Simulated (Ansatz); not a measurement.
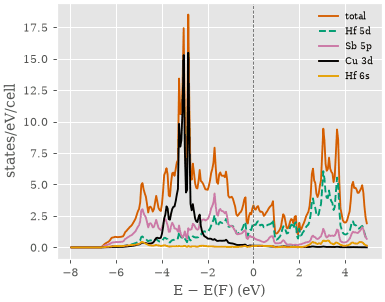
Fig. 1. Total and projected density of states of Hf2CuSb3 in space group P-4m2 (No. 115; Sb on 1b, Cu on 1a, Hf on 2g, Sb on 2g), plane-wave PAW r²SCAN (Ansatz code)

### Question
Which orbitals carry the states next to the Fermi level?

### Answer
Within 0.5 eV of the Fermi level: Hf 5d 56 %, Sb 5p 26 %, outside the projected shells 6 %. Projections are on Löwdin-orthogonalised atomic valence shells; empty p or d shells of many metals are not among them.

### Question
Where is the tallest occupied peak in this window, and what makes it?

### Answer
Near -2.8 eV, about 19 states/eV per cell; the largest projected share is Cu 3d.

The workflow started from an entry of the Crystallography Open Database (COD). Its standing as an ambient phase is unchecked. The cell was relaxed with r²SCAN under the symmetry of its start; whether a distortion lowers the energy is not shown. The run is not spin-polarised. Spin–orbit coupling is left out wherever it is not named.

Potentials: the later of the program's two PAW sets.
